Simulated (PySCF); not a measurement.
**GeHBr (SMILES [GeH][Br]): MP2/STO-6G**

What is the energy change on altering one bond length of GeHBr at MP2/STO-6G? 

The results are computed with PySCF 2.14.0.

6 further runs of the same task are left out: 6 set aside as unsound or not needed.

## Step 1: The structure to begin with

GeHBr has 3 atoms, charge 0, and is taken as a singlet. SMILES: `[GeH][Br]`. Geometry: relaxed at PBE0-D4/def2-TZVP.

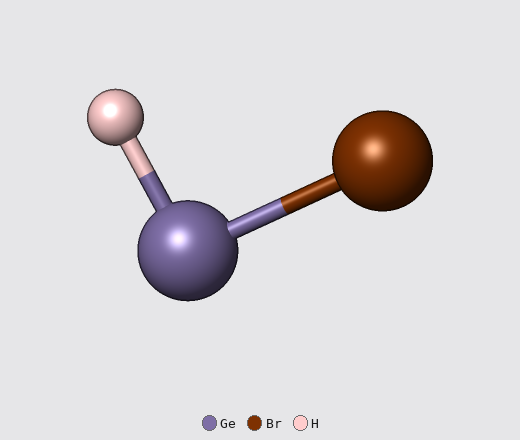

The structure, seen from a chosen angle (germanium purple, bromine brown, hydrogen pink).

## Step 2: A single-point energy at MP2/STO-6G

run.py

```python
# [GeH][Br]
from pyscf import gto, mp

system = gto.M(
    atom='''
Ge   0.359400  -0.859900   0.094000
Br   0.673600   1.417200   0.525900
H   -1.044000  -0.622200  -0.633200
''',
    spin=0,
    charge=0,
    max_memory=1860,
    basis='sto-6g',
    verbose=3,
)

mf = system.RHF()
mf.conv_tol = 1e-10
mf.kernel()
if not mf.converged:
    mf = mf.newton().run(mf.mo_coeff, mf.mo_occ)

pt = mp.MP2(mf, frozen=18).run()
energy = pt.e_tot
print(f'total energy: {energy:.8f} hartree')
```

Launch:

```
$ OMP_NUM_THREADS=1 python run.py
```

The log of the run:

```text
converged SCF energy = -4624.48119047707
E(RMP2) = -4624.51648717459  E_corr = -0.0352966975158801
E(SCS-RMP2) = -4624.52125510957  E_corr = -0.0400646324968389
total energy: -4624.51648717 hartree
```

Run time: 1.9 s. Hardware: 1 thread of Intel Xeon Platinum 8488C (Sapphire Rapids), shared host; peak memory 0.12 GiB.

## Step 3: The distorted shape at the same level

input.py

```python
from pyscf import gto, mp

mol = gto.Mole()
mol.atom = '''
Ge   0.202306  -1.998404  -0.121941
Br   0.673600   1.417200   0.525900
H   -1.201094  -1.760704  -0.849141
'''
mol.basis = 'sto-6g'
mol.verbose = 3
mol.max_memory = 1860
mol.build()

myscf = mol.RHF()
myscf.conv_tol = 1e-10
myscf.kernel()
if not myscf.converged:
    myscf = myscf.newton().run(myscf.mo_coeff, myscf.mo_occ)

pt = mp.MP2(myscf, frozen=18).run()
energy = pt.e_tot
print('E(%s) = %.9f' % ('MP2', energy))
```

Launch:

```
$ OMP_NUM_THREADS=1 python input.py
```

The log of the run:

```text
converged SCF energy = -4624.31263018055
E(RMP2) = -4624.36488514402  E_corr = -0.0522549634741216
E(SCS-RMP2) = -4624.37464256526  E_corr = -0.0620123847081628
E(MP2) = -4624.364885144
```

It took 1.6 s on 1 thread of Intel Xeon Platinum 8488C (Sapphire Rapids), shared host; peak memory 0.12 GiB.

## Step 4: Summary of results

Level: MP2/STO-6G, 18 core orbitals frozen.

| quantity | value |
| --- | --- |
| first shape: total energy | -4624.51649 Eh |
| first shape: dipole moment (Hartree–Fock density) | 2.22 D |
| first shape: HOMO energy (Hartree–Fock orbitals) | -6.66 eV |
| first shape: LUMO energy (Hartree–Fock orbitals) | 3.82 eV |
| first shape: HOMO–LUMO gap (Hartree–Fock orbitals) | 10.48 eV |
| first shape: correlation energy (18 core orbitals frozen) | -35.3 mEh |
| distorted shape: total energy | -4624.36489 Eh |
| distorted shape: dipole moment (Hartree–Fock density) | 7.99 D |
| distorted shape: HOMO energy (Hartree–Fock orbitals) | -4.74 eV |
| distorted shape: LUMO energy (Hartree–Fock orbitals) | 2.19 eV |
| distorted shape: HOMO–LUMO gap (Hartree–Fock orbitals) | 6.92 eV |
| distorted shape: correlation energy (18 core orbitals frozen) | -52.3 mEh |
| energy change with the Ge1–Br2 bond stretched from 2.339 to 3.508 Å | 4.125 eV |

What this shows: One bond (distorted shape) is far stretched, which a spin-restricted single reference describes badly; perturbation theory on it can break down and give far too much correlation. With the Ge1–Br2 bond stretched from 2.339 to 3.508 Å the energy rises by 4.13 eV (95 kcal/mol). The first shape isn't relaxed at this level, so the change isn't measured from a minimum. A restricted reference can't describe the breaking bond well at this length. The minimal basis adds a large error of its own. Mulliken charges (first shape) of the mean-field density run from -0.28 on Br2 to +0.46 on Ge1; they depend strongly on the basis.
